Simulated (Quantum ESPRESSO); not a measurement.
# Magnetic state of MnF2 from several starts, part 2 of 2

Aim: find out which collinear order of MnF2 costs least.

Quantum ESPRESSO 7.5; PBE with U = 4 eV on Mn d (ortho-atomic projectors); plane waves with GBRV 1.5 PBE potentials, no spin-orbit coupling.

So far, absolute magnetization (μB): step 2 (start 1: ferro ++) 10.0.

### Step 3. Run 2, typed as antiferro +−

Contents of pw.in:

```
&CONTROL
  calculation = 'scf'
  prefix = 'pwscf'
  outdir = './tmp'
  pseudo_dir = './pseudo'
  disk_io = 'nowf'
/
&SYSTEM
  ibrav = 0
  nat = 6
  ntyp = 3
  ecutwfc = 40
  ecutrho = 280
  nbnd = 39
  occupations = 'smearing'
  smearing = 'fd'
  degauss = 0.00734986
  nspin = 2
  starting_magnetization(1) = 0.3
  starting_magnetization(2) = -0.3
  starting_magnetization(3) = 0
/
&ELECTRONS
  conv_thr = 1.2d-08
  electron_maxstep = 150
  mixing_beta = 0.3
/
ATOMIC_SPECIES
Mn1    54.9380 mn_pbe_v1.5.uspp.F.UPF
Mn2    54.9380 mn_pbe_v1.5.uspp.F.UPF
F      18.9984 f_pbe_v1.4.uspp.F.UPF
CELL_PARAMETERS angstrom
   4.8738000000    0.0000000000    0.0000000000
   0.0000000000    4.8738000000    0.0000000000
   0.0000000000    0.0000000000    3.3107000000
ATOMIC_POSITIONS crystal
Mn1     0.0000000000    0.0000000000    0.0000000000
Mn2     0.5000000000    0.5000000000    0.5000000000
F       0.3053000000    0.3053000000    0.0000000000
F       0.1947000000    0.8053000000    0.5000000000
F       0.6947000000    0.6947000000    0.0000000000
F       0.8053000000    0.1947000000    0.5000000000
K_POINTS automatic
6 6 6 0 0 0
HUBBARD {ortho-atomic}
U Mn1-3d 4.0000
U Mn2-3d 4.0000
```

Run with:

```
$ OMP_NUM_THREADS=1 mpirun -n 2 pw.x -nk 2 -in pw.in > pw.out
```

Log:

```text
[banner, memory and clock lines left out]
Program PWSCF v.7.5 starts

     Message from routine setup:
     using ibrav=0 with symmetry is DISCOURAGED, use correct ibrav instead

     bravais-lattice index     =            0
     lattice parameter (alat)  =       9.2101  a.u.
     unit-cell volume          =     530.7034 (a.u.)^3
     number of atoms/cell      =            6
     number of atomic types    =            3
     number of electrons       =        58.00
     number of Kohn-Sham states=           39
     kinetic-energy cutoff     =      40.0000  Ry
     charge density cutoff     =     280.0000  Ry
     scf convergence threshold =      1.2E-08
     mixing beta               =       0.3000
     number of iterations used =            8  plain     mixing
     Exchange-correlation=  SLA  PW   PBX  PBC
                           (   1   4   3   4   0   0   0)
     Hubbard projectors: ortho-atomic
     Hubbard parameters of DFT+U (Dudarev formulation) in eV:
     U(Mn1-3d) =  4.0000
     U(Mn2-3d) =  4.0000

     Internal variables: lda_plus_u =T, lda_plus_u_kind = 0

     Internal variables: orbital_resolved =F, hub_pot_fix =F, apply_U = F

     celldm(1)=   9.210147  celldm(2)=   0.000000  celldm(3)=   0.000000
     celldm(4)=   0.000000  celldm(5)=   0.000000  celldm(6)=   0.000000

     crystal axes: (cart. coord. in units of alat)
               a(1) = (   1.000000   0.000000   0.000000 )
               a(2) = (   0.000000   1.000000   0.000000 )
               a(3) = (   0.000000   0.000000   0.679285 )

     reciprocal axes: (cart. coord. in units 2 pi/alat)
               b(1) = (  1.000000  0.000000  0.000000 )
               b(2) = (  0.000000  1.000000  0.000000 )
               b(3) = (  0.000000  0.000000  1.472136 )

     PseudoPot. # 1 for Mn read from file:
     mn_pbe_v1.5.uspp.F.UPF
     Pseudo is Ultrasoft + core correction, Zval = 15.0

     PseudoPot. # 2 for Mn read from file:
     mn_pbe_v1.5.uspp.F.UPF
     Pseudo is Ultrasoft + core correction, Zval = 15.0

     PseudoPot. # 3 for F  read from file:
     f_pbe_v1.4.uspp.F.UPF
     Pseudo is Ultrasoft, Zval =  7.0

     atomic species   valence    mass     pseudopotential
     Mn1              15.00    54.93800     Mn( 1.00)
     Mn2              15.00    54.93800     Mn( 1.00)
     F                 7.00    18.99840     F ( 1.00)

     Starting magnetic structure
     atomic species   magnetization
     Mn1             0.300
     Mn2            -0.300
     F               0.000

      8 Sym. Ops., with inversion, found

   Cartesian axes

     site n.     atom                  positions (alat units)
         1        Mn1    tau(   1) = (   0.0000000   0.0000000   0.0000000  )
         2        Mn2    tau(   2) = (   0.5000000   0.5000000   0.3396426  )
         3        F      tau(   3) = (   0.3053000   0.3053000   0.0000000  )
         4        F      tau(   4) = (   0.1947000   0.8053000   0.3396426  )
         5        F      tau(   5) = (   0.6947000   0.6947000   0.0000000  )
         6        F      tau(   6) = (   0.8053000   0.1947000   0.3396426  )

     number of k points=    52  Fermi-Dirac smearing, width (Ry)=  0.0073
                       cart. coord. in units 2pi/alat
        k(    1) = (   0.0000000   0.0000000   0.0000000), wk =   0.0046296
        k(    2) = (   0.0000000   0.0000000   0.2453560), wk =   0.0092593
        k(    3) = (   0.0000000   0.0000000   0.4907119), wk =   0.0092593
        k(    4) = (   0.0000000   0.0000000  -0.7360679), wk =   0.0046296
        k(    5) = (   0.0000000   0.1666667   0.0000000), wk =   0.0185185
        [... 47 further k-points ...]

     Dense  grid:    42069 G-vectors     FFT dimensions: (  50,  50,  36)

     Smooth grid:    18157 G-vectors     FFT dimensions: (  40,  40,  25)

     Check: negative core charge=   -0.000038
     Generating pointlists ...
     new r_m :   0.1781 (alat units)  1.6403 (a.u.) for type    1
     new r_m :   0.1781 (alat units)  1.6403 (a.u.) for type    2
     new r_m :   0.1781 (alat units)  1.6403 (a.u.) for type    3

     Initial potential from superposition of free atoms

     starting charge      56.9998, renormalised to      58.0000

     STARTING HUBBARD OCCUPATIONS:

     =================== HUBBARD OCCUPATIONS ===================
     ------------------------ ATOM    1 ------------------------
     Tr[ns(  1)] (up, down, total) =   5.00000  0.00000  5.00000
     Atomic magnetic moment for atom   1 =   5.00000
     [... lines left out ...]
     ------------------------ ATOM    2 ------------------------
     Tr[ns(  2)] (up, down, total) =   0.00000  5.00000  5.00000
     Atomic magnetic moment for atom   2 =  -5.00000
     [... lines left out ...]
     Number of occupied Hubbard levels =   10.0000

     Atomic wfc used for Hubbard projectors are orthogonalized

     Starting wfcs are   42 randomized atomic wfcs

     Self-consistent Calculation

     iteration #  1     ecut=    40.00 Ry     beta= 0.30
     Davidson diagonalization with overlap
     ethr =  1.00E-02,  avg # of iterations =  2.4

     =================== HUBBARD OCCUPATIONS ===================
     ------------------------ ATOM    1 ------------------------
     Tr[ns(  1)] (up, down, total) =   4.97493  0.13613  5.11106
     Atomic magnetic moment for atom   1 =   4.83880
     [... lines left out ...]
     ------------------------ ATOM    2 ------------------------
     Tr[ns(  2)] (up, down, total) =   0.13613  4.97494  5.11107
     Atomic magnetic moment for atom   2 =  -4.83881
     [... lines left out ...]
     Number of occupied Hubbard levels =   10.2221

     Threshold (ethr) on eigenvalues was too large:
     Diagonalizing with lowered threshold

     Davidson diagonalization with overlap
     ethr =  8.25E-04,  avg # of iterations =  1.1

     total energy              =    -617.13704318 Ry
     estimated scf accuracy    <       0.47332278 Ry

     total magnetization       =    -0.00 Bohr mag/cell
     absolute magnetization    =     9.76 Bohr mag/cell

     iteration #  2     ecut=    40.00 Ry     beta= 0.30
     Davidson diagonalization with overlap
     ethr =  8.16E-04,  avg # of iterations =  2.0

     total energy              =    -617.20970840 Ry
     estimated scf accuracy    <       0.05547034 Ry

     total magnetization       =     0.00 Bohr mag/cell
     absolute magnetization    =     9.74 Bohr mag/cell

     [... further iterations left out ...]

     iteration # 11     ecut=    40.00 Ry     beta= 0.30
     Davidson diagonalization with overlap
     ethr =  2.82E-11,  avg # of iterations =  3.0

     negative rho (up, down):  8.146E-04 8.146E-04

     total energy              =    -617.22570949 Ry
     estimated scf accuracy    <       0.00000001 Ry

     total magnetization       =     0.00 Bohr mag/cell
     absolute magnetization    =     9.76 Bohr mag/cell

     iteration # 12     ecut=    40.00 Ry     beta= 0.30
     Davidson diagonalization with overlap
     ethr =  2.36E-11,  avg # of iterations =  2.1

     negative rho (up, down):  8.145E-04 8.145E-04

     Magnetic moment per site  (integrated on atomic sphere of radius R)
     atom   1 (R=0.178)  charge= 12.3353  magn=  4.2351
     atom   2 (R=0.178)  charge= 12.3353  magn= -4.2351
     atom   3 (R=0.178)  charge=  6.7226  magn= -0.0216
     atom   4 (R=0.178)  charge=  6.7226  magn=  0.0216
     atom   5 (R=0.178)  charge=  6.7226  magn= -0.0216
     atom   6 (R=0.178)  charge=  6.7226  magn=  0.0216

     End of self-consistent calculation

     =================== HUBBARD OCCUPATIONS ===================
     ------------------------ ATOM    1 ------------------------
     Tr[ns(  1)] (up, down, total) =   4.98657  0.19881  5.18539
     Atomic magnetic moment for atom   1 =   4.78776
     [... lines left out ...]
     ------------------------ ATOM    2 ------------------------
     Tr[ns(  2)] (up, down, total) =   0.19881  4.98657  5.18539
     Atomic magnetic moment for atom   2 =  -4.78776
     [... lines left out ...]
     Number of occupied Hubbard levels =   10.3708

     Number of k-points >= 100: set verbosity='high' to print the bands.

     the Fermi energy is     7.2506 ev

!    total energy              =    -617.22570951 Ry
     estimated scf accuracy    <          4.8E-11 Ry
     smearing contrib. (-TS)   =      -0.00000000 Ry
     internal energy E=F+TS    =    -617.22570951 Ry

     The total energy is F=E-TS. E is the sum of the following terms:
     one-electron contribution =    -374.69556931 Ry
     hartree contribution      =     212.86387641 Ry
     xc contribution           =     -91.26685083 Ry
     ewald contribution        =    -364.18633894 Ry
     Hubbard energy            =       0.05917316 Ry

     total magnetization       =    -0.00 Bohr mag/cell
     absolute magnetization    =     9.76 Bohr mag/cell

     convergence has been achieved in  12 iterations
```

Run time: 2.7 min. Hardware: 2 MPI ranks of Arm Neoverse N1, shared host; peak memory 0.47 GiB.

Spin moment in the atom's sphere by atom:

```csv
atom,spin moment in the atom's sphere (μB)
Mn1,4.24
Mn2,-4.24
F3,-0.02
F4,0.02
F5,-0.02
F6,0.02
```

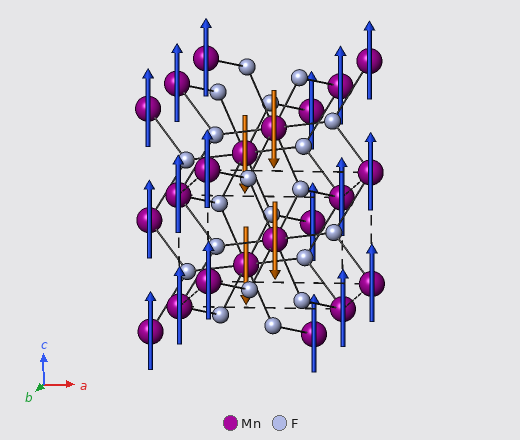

Spin moment in the atom's sphere as arrows, the longest 4.24 μB. Up and down stand for the sign. Arrows give size and sign along the axis of quantisation, drawn up and down the page. The two directions have two colours. 1×2×2 cells are drawn. Some periodic images of atoms are drawn too.

This step gave:

```yaml
smearing_term_ts: 3.93e-9 eV
magnetization: 0 μB
absolute_magnetization: 9.756 μB
final_state: antiferromagnetic
```

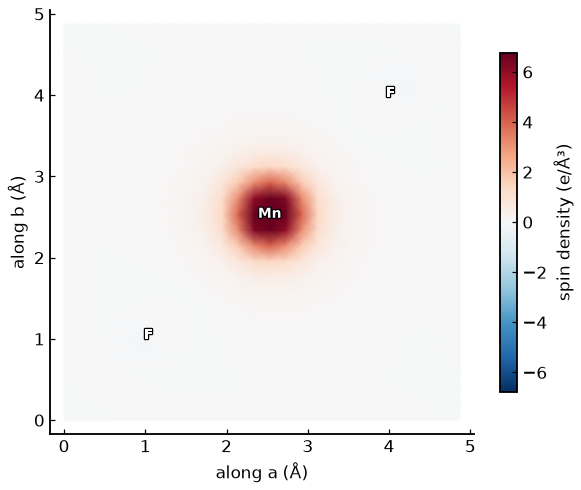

Spin density in the ab plane at fractional z = 0.000, with atoms of Mn and F within 0.2 Å of it. The map starts off the cell's origin, so that atoms lie inside it.

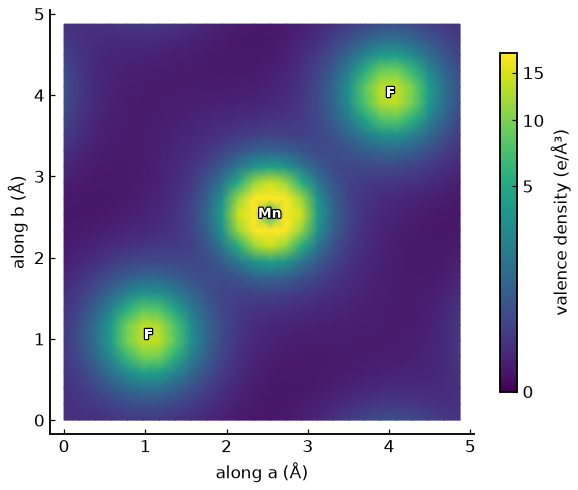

Valence density in the ab plane at fractional z = 0.000, with atoms of Mn and F within 0.2 Å of it. It is the smooth field of the valence electrons, not physical close to the nuclei. The map starts off the cell's origin, so that atoms lie inside it. The colour scale is stretched toward low values.

### Step 4. Start 3: no spin polarisation

Contents of pw.in:

```
&CONTROL
  calculation = 'scf'
  prefix = 'pwscf'
  outdir = './tmp'
  pseudo_dir = './pseudo'
  disk_io = 'nowf'
/
&SYSTEM
  ibrav = 0
  nat = 6
  ntyp = 2
  ecutwfc = 40
  ecutrho = 280
  nbnd = 39
  occupations = 'smearing'
  smearing = 'fd'
  degauss = 0.00734986
/
&ELECTRONS
  conv_thr = 1.2d-08
  electron_maxstep = 150
  mixing_beta = 0.3
/
ATOMIC_SPECIES
Mn     54.9380 mn_pbe_v1.5.uspp.F.UPF
F      18.9984 f_pbe_v1.4.uspp.F.UPF
CELL_PARAMETERS angstrom
   4.8738000000    0.0000000000    0.0000000000
   0.0000000000    4.8738000000    0.0000000000
   0.0000000000    0.0000000000    3.3107000000
ATOMIC_POSITIONS crystal
Mn      0.0000000000    0.0000000000    0.0000000000
Mn      0.5000000000    0.5000000000    0.5000000000
F       0.3053000000    0.3053000000    0.0000000000
F       0.1947000000    0.8053000000    0.5000000000
F       0.6947000000    0.6947000000    0.0000000000
F       0.8053000000    0.1947000000    0.5000000000
K_POINTS automatic
6 6 6 0 0 0
HUBBARD {ortho-atomic}
U Mn-3d 4.0000
```

Log:

```text
     [... lines left out ...]
Program PWSCF v.7.5 starts
     [... lines left out ...]
     number of atoms/cell      =            6
     [... lines left out ...]
     number of electrons       =        58.00
     number of Kohn-Sham states=           39
     kinetic-energy cutoff     =      40.0000  Ry
     charge density cutoff     =     280.0000  Ry
     scf convergence threshold =      1.2E-08
     [... lines left out ...]
     16 Sym. Ops., with inversion, found ( 8 have fractional translation)
     [... lines left out ...]
     number of k points=    40  Fermi-Dirac smearing, width (Ry)=  0.0073
     [... lines left out ...]
     iteration # 13     ecut=    40.00 Ry     beta= 0.30
     [... lines left out ...]
     Tr[ns(  1)] =   5.42301
     [... lines left out ...]
     Tr[ns(  2)] =   5.42301
     [... lines left out ...]
     the Fermi energy is     6.4882 ev
!    total energy              =    -616.55912136 Ry
     estimated scf accuracy    <          2.5E-09 Ry
     smearing contrib. (-TS)   =      -0.01599927 Ry
     [... lines left out ...]
     convergence has been achieved in  13 iterations
```

The job ended after 67 s (2 MPI ranks; peak memory 0.35 GiB; 2.2 min of CPU time).

Read from the output:

```yaml
smearing_term_ts: 0.2177 eV
final_state: non-magnetic (no spin polarisation)
```

### Step 5. The states side by side

An order is kept where moments of 0.15 μB or more survive with the typed signs; meshes match where a doubled cell samples the same k points as the first cell.

Orders:

```csv
start,final state,typed order kept,energy over the lowest (meV a seeded atom),largest site moment (μB),net moment (μB a cell of the first run),mesh matched,CPU time (s)
ferro ++,ferromagnetic,yes,19.79,4.247,10,yes,277.4
antiferro +-,antiferromagnetic,yes,0,4.235,0,yes,321.4
no spin polarisation,non-magnetic,-,4535,0,0,yes,133
```

### Step 6. Occupations of the corrected shells in the lowest state

Occupations of the Hubbard shells:

```csv
block,type,shell,spin,electrons,occupation numbers
1,Mn1,3d,up,4.987,0.995 0.996 0.998 0.999 0.999
1,Mn1,3d,down,0.1988,0.017 0.020 0.023 0.067 0.072
2,Mn2,3d,up,0.1988,0.017 0.020 0.023 0.067 0.072
2,Mn2,3d,down,4.987,0.995 0.996 0.998 0.999 0.999
```

### Step 7. Results

```yaml
lowest_state_found: antiferromagnetic (from antiferro +-)
largest_site_moment: 4.24 μB
next_state_with_moments: ferromagnetic, 19.8 meV a seeded atom higher
state_without_moments_under_the_same_u: 4535 meV a seeded atom higher
```

In words: Under a U the spinless run pays the Hubbard penalty of a partly filled shell, so its energy overstates what forming the moments gains. Only these 3 starts were compared; other wavevectors, canted and longer-period orders were not. Energies are free energies at an electronic temperature of 1160 K, which lowers moments and differences where the moments are itinerant.

[Logs and program files are shortened in this print: banners, set-up blocks, solver, clock and traceback lines can be left out without a mark of their own.]

[Logs are printed without paths, hosts, clocks, repeated set-up lines and the standing remarks that a program may print on its own settings, such as how far it seeks lower states.]

[Hosts, paths, dates, database ids (printed as entryN), source tags and the programs' standing remarks are cut or masked in the printed files.]

[Where a cell is said to come from a database of computed structures, the database is the Materials Project.]
